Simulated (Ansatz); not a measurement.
**Geometry relaxation, with input and output: CH10GeSi (part 1 of 2)**

System: CH10GeSi.
Method: RKS B3LYP/def2-SVP (Ansatz 0.2.0).

It belongs to a series of runs on one base structure; here: end point A relaxed. Figures and captions count atoms from 1; the log counts them from 0 in places.

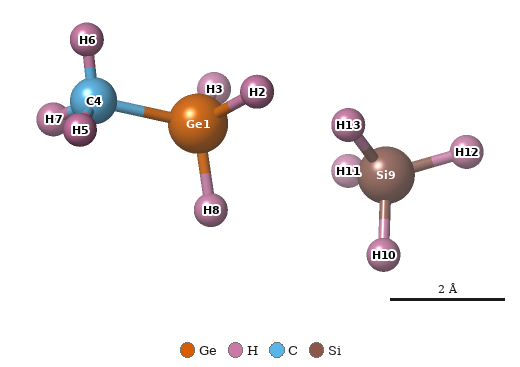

Fig. 1: The starting structure (ball-and-stick view, seen at a tilt; atoms are numbered from 1 in the order of the input). Sticks mark near contacts.

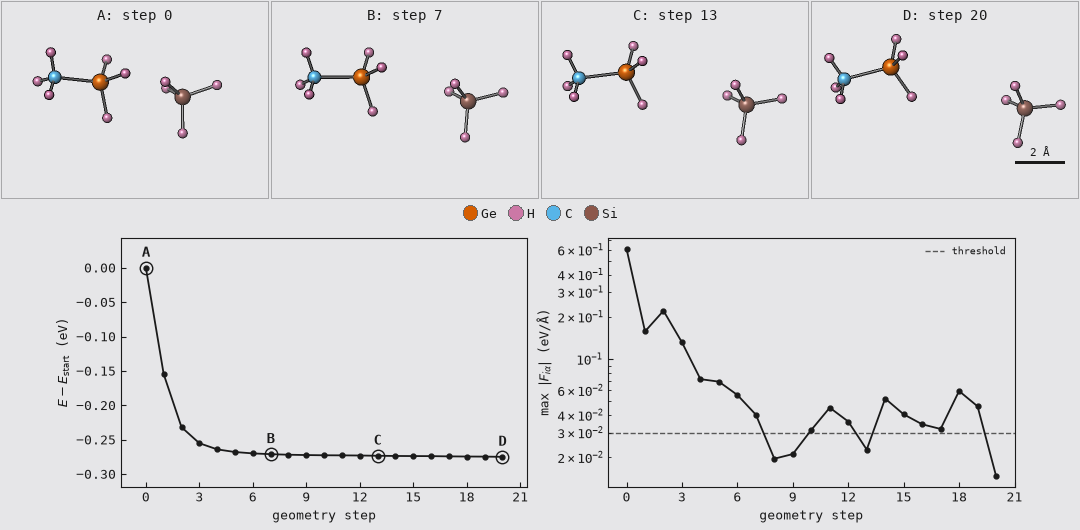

Fig. 2: Frames of the relaxation (ball-and-stick view, seen at a tilt) above the curves, on which the letters mark them (the first geometry is step 0 here and step 1 in the log).

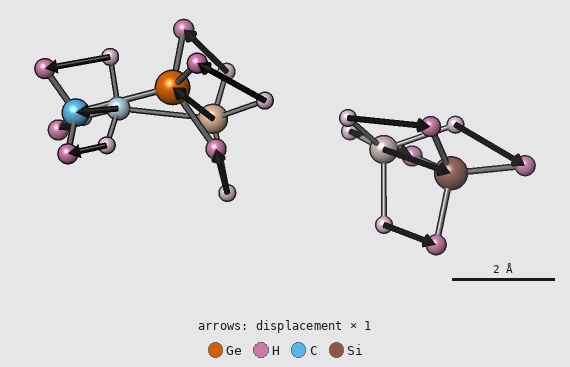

Fig. 3: Start (faint) and end (solid) with the displacements as black arrows, at true length (ball-and-stick view, seen at a tilt). The two geometries are laid on each other by the best rigid fit. The largest move after the best rigid fit is that of H12, 1.78 Å. By element the largest moves are H 1.78 Å, Si 1.52 Å, Ge 1.17 Å, C 0.84 Å. Among the contacts that change: Si9–H13 1.471 → 1.491 Å. Over 20 geometry steps the energy falls by 0.275 eV. The largest force component goes from 0.61 to 0.015 eV/Å. (Atoms are counted from 1 in the order of the input.)

The input and output of the run follow.

Input file:
```yaml
crystal:
  periodic: [false, false, false]
  atoms:
    - { symbol: Ge, position_ang: [-0.06542, 0.329651, -0.052821] }
    - { symbol: H, position_ang: [-0.263633, 0.19822, 1.474967] }
    - { symbol: H, position_ang: [1.43923, 0.55738, -0.316273] }
    - { symbol: C, position_ang: [-1.116699, 1.810968, -0.817767] }
    - { symbol: H, position_ang: [-2.19429, 1.611916, -0.719349] }
    - { symbol: H, position_ang: [-0.882643, 2.749232, -0.2922] }
    - { symbol: H, position_ang: [-0.877375, 1.938583, -1.884434] }
    - { symbol: H, position_ang: [-0.482312, -1.019569, -0.683739] }
    - { symbol: Si, position_ang: [1.533542, -2.465049, 1.381283] }
    - { symbol: H, position_ang: [0.580955, -3.520536, 0.93043] }
    - { symbol: H, position_ang: [2.404977, -2.077291, 0.238122] }
    - { symbol: H, position_ang: [2.391589, -3.019466, 2.469003] }
    - { symbol: H, position_ang: [0.792477, -1.296939, 1.880678] }
basis:
  gaussian: { orbitals: def2-SVP }
hamiltonian:
  xc: b3lyp
relax:
  f_tol: 0.03
  max_steps: 50
```

Run as:
```bash
ansatz run input.yaml --threads 4 --pin off --max-ram 5120MiB --backend cpu --events-out ev --progress --plain --runs-dir out
```

What the program printed:
```
The last accepted step is kept in [file] (removed where the run ends without a failure and the disk answers)
Engine: ansatz 0.2.0, x86_64-unknown-linux-gnu
Functional definition: B3LYP
  parameter a0 = 0.2
  parameter ax = 0.72
  parameter ac = 0.81
  exchange = (1 - a0 - ax)*slater_x + ax*b88_x + a0*exact_x
  correlation = (1 - ac)*vwn_rpa_c + ac*lyp_c
1229 factors; integrals over basis functions are off by at most 4.0e-4 eV
mean field evaluation 1: about -65581.7726 eV, gradient 4.6e1 eV
mean field evaluation 2: about -65578.7641 eV, gradient 5.5e1 eV
mean field evaluation 4: about -65586.7588 eV, gradient 9.3e-1 eV
mean field evaluation 8: about -65586.7655 eV, gradient 1.3e-2 eV
mean field -65586.76554889 eV, -2410.2691776154 hartree, gradient 4.8e-5 eV, S^2 0.000000; 0 other end points of the search recorded, 0 dependent functions left out
the calculation of the forces begins
reference -65586.76584902 eV, -2410.2691886450 hartree; 31, 31 occupied and 83, 83 virtual orbitals, 1229 factors
relax step   1: F+E_penalty+E_count = -65586.76554889 eV  Δ(F+E_penalty+E_count) = +0.000e0 eV  max|allowed force component| = 6.101e-1 eV/Å  Δτ_max = 0.0000 Å  (22 SCF iters, accepted)
these checks for a lower state are left out or cut short: starts, cluster_reference, orbital_swaps, neighbouring_geometries, increment
1229 factors; integrals over basis functions are off by at most 4.0e-4 eV
mean field evaluation 16: about -65586.9203 eV, gradient 7.0e-2 eV
mean field -65586.92035526 eV, -2410.2748666445 hartree, gradient 4.5e-5 eV, S^2 0.000000; 0 other end points of the search recorded, 0 dependent functions left out
[... from here on the field's lines of each further geometry are left out, up to the last ...]
relax step   2: F+E_penalty+E_count = -65586.92035526 eV  Δ(F+E_penalty+E_count) = -1.548e-1 eV  max|allowed force component| = 1.575e-1 eV/Å  Δτ_max = 0.1945 Å  (23 SCF iters, accepted)
relax step   3: F+E_penalty+E_count = -65586.99741568 eV  Δ(F+E_penalty+E_count) = -7.706e-2 eV  max|allowed force component| = 2.209e-1 eV/Å  Δτ_max = 0.2000 Å  (23 SCF iters, accepted)
relax step   4: F+E_penalty+E_count = -65587.02069262 eV  Δ(F+E_penalty+E_count) = -2.328e-2 eV  max|allowed force component| = 1.316e-1 eV/Å  Δτ_max = 0.1562 Å  (23 SCF iters, accepted)
relax step   5: F+E_penalty+E_count = -65587.02965636 eV  Δ(F+E_penalty+E_count) = -8.964e-3 eV  max|allowed force component| = 7.199e-2 eV/Å  Δτ_max = 0.1171 Å  (23 SCF iters, accepted)
relax step   6: F+E_penalty+E_count = -65587.03352657 eV  Δ(F+E_penalty+E_count) = -3.870e-3 eV  max|allowed force component| = 6.909e-2 eV/Å  Δτ_max = 0.0814 Å  (23 SCF iters, accepted)
relax step   7: F+E_penalty+E_count = -65587.03551473 eV  Δ(F+E_penalty+E_count) = -1.988e-3 eV  max|allowed force component| = 5.554e-2 eV/Å  Δτ_max = 0.0878 Å  (23 SCF iters, accepted)
relax step   8: F+E_penalty+E_count = -65587.03664613 eV  Δ(F+E_penalty+E_count) = -1.131e-3 eV  max|allowed force component| = 4.020e-2 eV/Å  Δτ_max = 0.0696 Å  (23 SCF iters, accepted)
relax step   9: F+E_penalty+E_count = -65587.03745696 eV  Δ(F+E_penalty+E_count) = -8.108e-4 eV  max|allowed force component| = 1.953e-2 eV/Å  Δτ_max = 0.0940 Å  (23 SCF iters, accepted)
relax step  10: F+E_penalty+E_count = -65587.03793091 eV  Δ(F+E_penalty+E_count) = -4.739e-4 eV  max|allowed force component| = 2.107e-2 eV/Å  Δτ_max = 0.1001 Å  (22 SCF iters, accepted)
relax step  11: F+E_penalty+E_count = -65587.03824576 eV  Δ(F+E_penalty+E_count) = -3.149e-4 eV  max|allowed force component| = 3.129e-2 eV/Å  Δτ_max = 0.1308 Å  (22 SCF iters, accepted)
relax step  12: F+E_penalty+E_count = -65587.03836289 eV  Δ(F+E_penalty+E_count) = -1.171e-4 eV  max|allowed force component| = 4.509e-2 eV/Å  Δτ_max = 0.0670 Å  (23 SCF iters, accepted)
relax step  13: F+E_penalty+E_count = -65587.03859058 eV  Δ(F+E_penalty+E_count) = -2.277e-4 eV  max|allowed force component| = 3.594e-2 eV/Å  Δτ_max = 0.0439 Å  (23 SCF iters, accepted)
relax step  14: F+E_penalty+E_count = -65587.03895317 eV  Δ(F+E_penalty+E_count) = -3.626e-4 eV  max|allowed force component| = 2.269e-2 eV/Å  Δτ_max = 0.0996 Å  (22 SCF iters, accepted)
relax step  15: F+E_penalty+E_count = -65587.03925881 eV  Δ(F+E_penalty+E_count) = -3.056e-4 eV  max|allowed force component| = 5.235e-2 eV/Å  Δτ_max = 0.1953 Å  (22 SCF iters, accepted)
relax step  16: F+E_penalty+E_count = -65587.03939087 eV  Δ(F+E_penalty+E_count) = -1.321e-4 eV  max|allowed force component| = 4.045e-2 eV/Å  Δτ_max = 0.0119 Å  (21 SCF iters, accepted)
relax step  17: F+E_penalty+E_count = -65587.03949730 eV  Δ(F+E_penalty+E_count) = -1.064e-4 eV  max|allowed force component| = 3.434e-2 eV/Å  Δτ_max = 0.0102 Å  (20 SCF iters, accepted)
relax step  18: F+E_penalty+E_count = -65587.03984608 eV  Δ(F+E_penalty+E_count) = -3.488e-4 eV  max|allowed force component| = 3.181e-2 eV/Å  Δτ_max = 0.0979 Å  (21 SCF iters, accepted)
relax step  19: F+E_penalty+E_count = -65587.04005587 eV  Δ(F+E_penalty+E_count) = -2.098e-4 eV  max|allowed force component| = 5.927e-2 eV/Å  Δτ_max = 0.1402 Å  (22 SCF iters, accepted)
relax step  20: F+E_penalty+E_count = -65587.04018786 eV  Δ(F+E_penalty+E_count) = -1.320e-4 eV  max|allowed force component| = 4.612e-2 eV/Å  Δτ_max = 0.0032 Å  (17 SCF iters, accepted)
the calculation of the forces begins
reference -65587.04087035 eV, -2410.2792954922 hartree; 31, 31 occupied and 83, 83 virtual orbitals, 1228 factors
relax step  21: F+E_penalty+E_count = -65587.04050959 eV  Δ(F+E_penalty+E_count) = -3.217e-4 eV  max|allowed force component| = 1.477e-2 eV/Å  Δτ_max = 0.0793 Å  (23 SCF iters, accepted)
1228 factors; integrals over basis functions are off by at most 3.9e-4 eV
mean field evaluation 128: about -65587.0405 eV, gradient 3.3e-5 eV
mean field -65587.04050959 eV, -2410.2792822348 hartree, gradient 3.0e-5 eV, S^2 0.000000; 1 other end points of the search recorded, 0 dependent functions left out
the calculation of the forces begins
reference -65587.04087035 eV, -2410.2792954922 hartree; 31, 31 occupied and 83, 83 virtual orbitals, 1228 factors
Total energy: -65587.04087035 eV, -2410.2792954922 hartree
Atom 0 at    -0.469939     1.428089     0.037999 Å, force    -0.003434     0.003269    -0.009860 eV/Å
Atom 1 at    -1.031580     1.778851     1.433533 Å, force     0.000139     0.001412     0.000892 eV/Å
Atom 2 at     1.000116     1.897839    -0.032933 Å, force    -0.002379    -0.000839     0.001256 eV/Å
Atom 3 at    -1.536446     2.297242    -1.370283 Å, force    -0.010346     0.001556     0.011760 eV/Å
Atom 4 at    -2.583817     1.963158    -1.317869 Å, force     0.010623     0.001446    -0.000500 eV/Å
Atom 5 at    -1.511637     3.391021    -1.249584 Å, force     0.004406    -0.014769    -0.003781 eV/Å
Atom 6 at    -1.137107     2.043693    -2.363689 Å, force     0.000640     0.004604     0.000620 eV/Å
Atom 7 at    -0.502968    -0.107370    -0.131763 Å, force    -0.000376     0.004550    -0.001024 eV/Å
Atom 8 at     2.206475    -3.778404     1.720240 Å, force    -0.000569    -0.004592     0.006508 eV/Å
Atom 9 at     1.016989    -4.539354     1.241949 Å, force     0.003295     0.003008     0.001266 eV/Å
Atom 10 at     3.005658    -3.317725     0.549406 Å, force    -0.000316     0.000492     0.000370 eV/Å
Atom 11 at     3.047560    -4.661608     2.578327 Å, force    -0.003988     0.004678    -0.004248 eV/Å
Atom 12 at     1.757093    -2.598333     2.512567 Å, force     0.002307    -0.004814    -0.003258 eV/Å
Dipole moment:    -0.083260     0.071485    -0.107342 e Å
```

Trajectory as extended XYZ (Å, eV, eV/Å), 21 frames, from step=1 to step=21:
```
13
Properties=species:S:1:pos:R:3:forces:R:3 step=1 energy=-65586.76555
Ge   -0.0654    0.3297   -0.0528   -0.2155   0.3495  -0.0601
H    -0.2636    0.1982    1.4750   -0.2143   0.3490  -0.2084
H     1.4392    0.5574   -0.3163   -0.0185  -0.0006   0.0059
C    -1.1167    1.8110   -0.8178    0.0251  -0.0371   0.0021
H    -2.1943    1.6119   -0.7193   -0.0007   0.0073   0.0013
H    -0.8826    2.7492   -0.2922   -0.0042  -0.0015  -0.0090
H    -0.8774    1.9386   -1.8844   -0.0167  -0.0011   0.0023
H    -0.4823   -1.0196   -0.6837    0.0273   0.0127  -0.0013
Si    1.5335   -2.4650    1.3813    0.3566  -0.6101   0.0545
H     0.5810   -3.5205    0.9304   -0.0135   0.0160   0.0080
H     2.4050   -2.0773    0.2381    0.0016   0.0145  -0.0090
H     2.3916   -3.0195    2.4690    0.0056  -0.0164   0.0070
H     0.7925   -1.2969    1.8807    0.0671  -0.0821   0.2067
13
Properties=species:S:1:pos:R:3:forces:R:3 step=2 energy=-65586.92035
Ge   -0.1053    0.4039   -0.0825    0.0042  -0.0524   0.0872
H    -0.3679    0.3576    1.4357   -0.0249   0.0468  -0.0152
H     1.4087    0.5997   -0.3233   -0.0355   0.0583   0.0158
C    -1.1513    1.8647   -0.8539    0.0371   0.0060  -0.1348
H    -2.2254    1.6550   -0.7458   -0.0148   0.0470  -0.0215
H    -0.9105    2.7993   -0.3264   -0.0382   0.0379  -0.0426
H    -0.9082    1.9781   -1.9204   -0.0750   0.0763  -0.0207
H    -0.4941   -0.9675   -0.6892   -0.0255   0.0655   0.0158
Si    1.6103   -2.5920    1.4201    0.0266  -0.0633  -0.0472
H     0.6148   -3.5994    0.9531    0.0800  -0.0699   0.0409
H     2.4447   -2.1470    0.2665    0.0327  -0.0730   0.0488
H     2.4652   -3.1266    2.5127    0.0768  -0.1575  -0.0283
H     0.8795   -1.4288    1.9614   -0.0434   0.0784   0.1017
13
Properties=species:S:1:pos:R:3:forces:R:3 step=3 energy=-65586.99742
Ge   -0.1574    0.4984   -0.0852    0.0342  -0.0598   0.0000
H    -0.4376    0.4752    1.4310   -0.0067   0.0080   0.0085
H     1.3575    0.7009   -0.3104   -0.0130   0.0253   0.0158
C    -1.1934    1.9383   -0.9163   -0.0335   0.0908  -0.0649
H    -2.2688    1.7360   -0.8033   -0.0126   0.0290  -0.0115
H    -0.9609    2.8938   -0.4214   -0.0228   0.0047  -0.0321
H    -0.9613    2.0303   -1.9883   -0.0086  -0.0077   0.0215
H    -0.5467   -0.8750   -0.6818   -0.0040   0.0217   0.0200
Si    1.6843   -2.7187    1.4704    0.1362  -0.2209   0.0955
H     0.7025   -3.7405    1.0042    0.0273   0.0043   0.0126
H     2.5222   -2.2737    0.3227    0.0068   0.0077  -0.0041
H     2.5597   -3.3015    2.5349   -0.0345  -0.0178  -0.0988
H     0.9603   -1.5665    2.0513   -0.0690   0.1148   0.0373
13
Properties=species:S:1:pos:R:3:forces:R:3 step=4 energy=-65587.02069
Ge   -0.1873    0.5809   -0.0905    0.0873  -0.1059   0.0953
H    -0.4640    0.5479    1.4358   -0.0133   0.0388  -0.1316
H     1.3320    0.8159   -0.2966   -0.1080   0.0127  -0.0006
C    -1.2412    1.9953   -0.9621    0.0297  -0.0403   0.0237
H    -2.3160    1.8007   -0.8403   -0.0386  -0.0049   0.0037
H    -1.0077    2.9700   -0.5109    0.0054   0.0366   0.0078
H    -1.0109    2.0406   -2.0357    0.0058  -0.0008  -0.0394
H    -0.5352   -0.8162   -0.6713    0.0007   0.1152   0.0234
Si    1.7380   -2.8278    1.5148   -0.0192   0.0315   0.0001
H     0.7453   -3.8323    1.0395   -0.0024  -0.0064  -0.0014
H     2.5681   -2.3662    0.3658   -0.0076  -0.0019   0.0085
H     2.6182   -3.4460    2.5437    0.0281  -0.0297   0.0268
H     1.0212   -1.6657    2.1158    0.0320  -0.0449  -0.0162
13
Properties=species:S:1:pos:R:3:forces:R:3 step=5 energy=-65587.02966
Ge   -0.2057    0.6274   -0.0741   -0.0720   0.0626  -0.0328
H    -0.5292    0.6451    1.4317    0.0073  -0.0149   0.0658
H     1.3035    0.8767   -0.2658    0.0415   0.0032   0.0032
C    -1.2552    2.0147   -0.9923   -0.0355   0.0245  -0.0151
H    -2.3340    1.8250   -0.8689    0.0676   0.0112  -0.0085
H    -1.0223    3.0050   -0.5707   -0.0144  -0.0210  -0.0218
H    -1.0200    2.0261   -2.0674   -0.0143   0.0082   0.0088
H    -0.5517   -0.7660   -0.6381    0.0037  -0.0466  -0.0077
Si    1.7751   -2.8921    1.5300    0.0136  -0.0236   0.0044
H     0.7670   -3.8777    1.0464    0.0059  -0.0072   0.0031
H     2.5890   -2.4080    0.3798    0.0092  -0.0059  -0.0033
H     2.6671   -3.5393    2.5349   -0.0043  -0.0064  -0.0126
H     1.0767   -1.7399    2.1624   -0.0083   0.0158   0.0164
13
Properties=species:S:1:pos:R:3:forces:R:3 step=6 energy=-65587.03353
Ge   -0.2257    0.6723   -0.0666   -0.0526   0.0691  -0.0461
H    -0.5546    0.6952    1.4400   -0.0052   0.0016   0.0286
H     1.2836    0.9346   -0.2483    0.0295  -0.0012   0.0030
C    -1.2753    2.0408   -1.0192   -0.0071   0.0103   0.0078
H    -2.3537    1.8553   -0.8923    0.0440   0.0055  -0.0063
H    -1.0431    3.0430   -0.6249   -0.0099  -0.0396  -0.0184
H    -1.0397    2.0236   -2.0948   -0.0095   0.0025   0.0306
H    -0.5515   -0.7309   -0.6206    0.0012  -0.0319  -0.0030
Si    1.8040   -2.9476    1.5468   -0.0030   0.0084  -0.0002
H     0.7886   -3.9236    1.0592    0.0011  -0.0016   0.0012
H     2.6136   -2.4551    0.3964    0.0025  -0.0065   0.0021
H     2.6994   -3.6140    2.5354   -0.0018   0.0005  -0.0003
H     1.1148   -1.7963    2.1967    0.0107  -0.0171   0.0009
```
